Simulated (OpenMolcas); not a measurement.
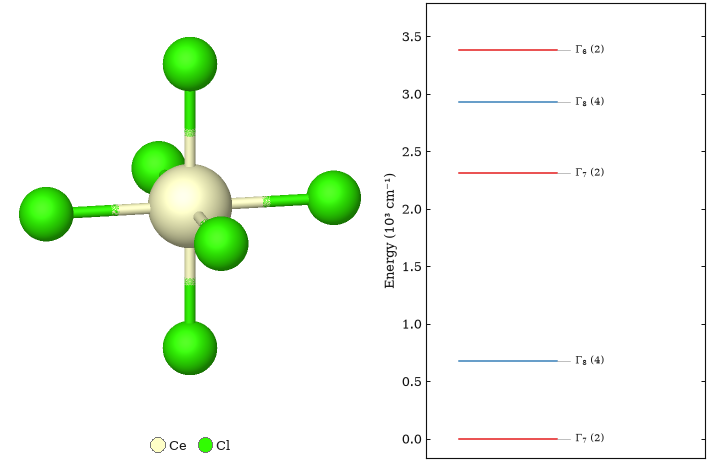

Ce³⁺ (4f) as a dopant in Cs₂NaYCl₆, a cluster with its 6 nearest Cl⁻ at 2.619 Å (octahedron) embedded in model potentials and point charges; the geometry was set, not optimised, and its levels. Labels give the representation in O, Td, D4 or D3 as the site allows (double group for half-integer spin) where it could be assigned and, in brackets, the degeneracy; spin-free states, where drawn, share the zero of the spin-orbit levels. Computed with OpenMolcas: state-averaged CASSCF, active space 1 electron in the shell 4f, basis ANO-RCC-VDZP on all atoms, DKH2 scalar Hamiltonian, spin-orbit coupling by RASSI with atomic mean-field integrals.

### Give the ground level and the first gap.

The ground level is Γ₇, a Kramers doublet, 100 % from states of spin multiplicity 2, effective J = 2.53, with |mJ| = 3/2 the largest share (83 %). Its principal g values are 1.27, 1.27 and 1.27, isotropic. The next level lies at 677 cm⁻¹ (Γ₈). The lowest J multiplet spreads over 677 cm⁻¹. The active orbitals hold 98 to 100 % metal character (Löwdin), and the Mulliken charge of the metal is +1.71.

Caveat: the geometry is set by hand, with no relaxation and no charge compensation.
